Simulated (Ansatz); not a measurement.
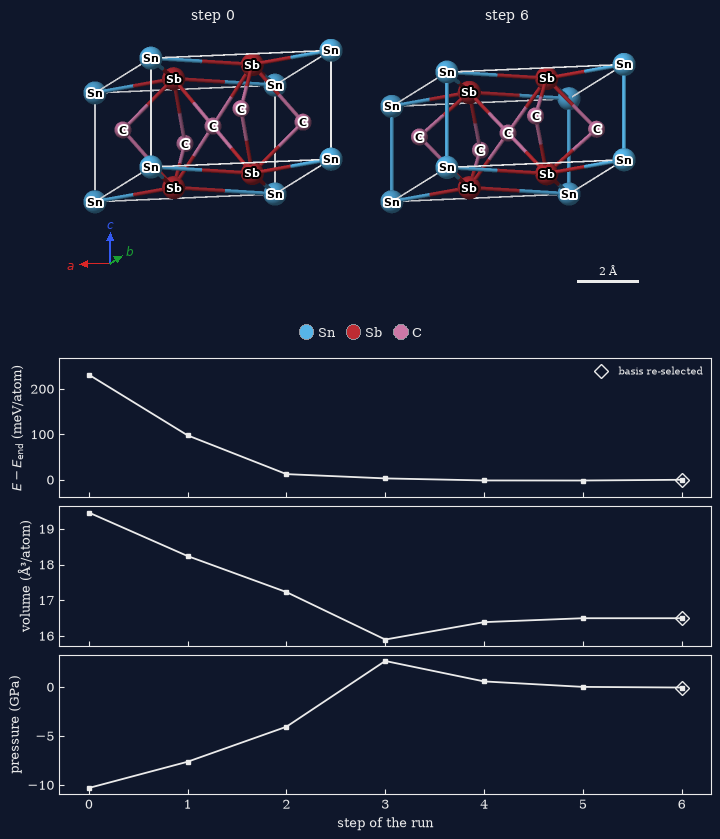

First and last geometry of a relaxation of a crystal of SnSb$_{2}$C$_{3}$ (a generated structure, set up in P6/mmm) (coarse preliminary run), with the history of the run. Style: ball-and-stick. Shown: the cell of the calculation, from a free direction.

Method: DFT PBE, scalar-relativistic, plane waves, PAW in Ansatz. Settings: plane-wave cutoff 420 eV; k-point mesh 3 × 3 × 6; occupations gaussian; smearing width 0.1 eV; no spin polarisation; cell and atoms relaxed; force threshold 0.04 eV/Å; at most 70 steps.

Question: Did the run converge, and what did it change?

Answer: It converged. The atoms keep their places relative to the cell (all moves are under 0.005 Å). The drawn cell changes as follows: a = b 6.071 → 5.973 Å (−1.6 %), c 3.657 → 3.203 Å (−12.4 %); the volume changes by −15.2 %. Some distances before and after: Sn–Sn 3.657 → 3.203 Å, C–Sb 2.533 → 2.353 Å, Sb–Sn 3.505 → 3.449 Å. Among the angles between lasting bonds that change: C–Sb–C 92.4° → 85.8°, Sb–C–Sb 87.6° → 94.2°, Sb–C–Sb 92.4° → 85.8°. The space group stays P6/mmm (No. 191). Over 5 accepted moves (6 points after the start) the energy falls by 231 meV per atom. All forces vanish by symmetry, so only the cell relaxes. Pressure: −10.31 GPa at the start and −0.06 GPa at the end. The SCF was repeated once at an unchanged geometry on a basis and grid sized afresh for the cell, which shifted the energy by 1.6 meV per atom at most.
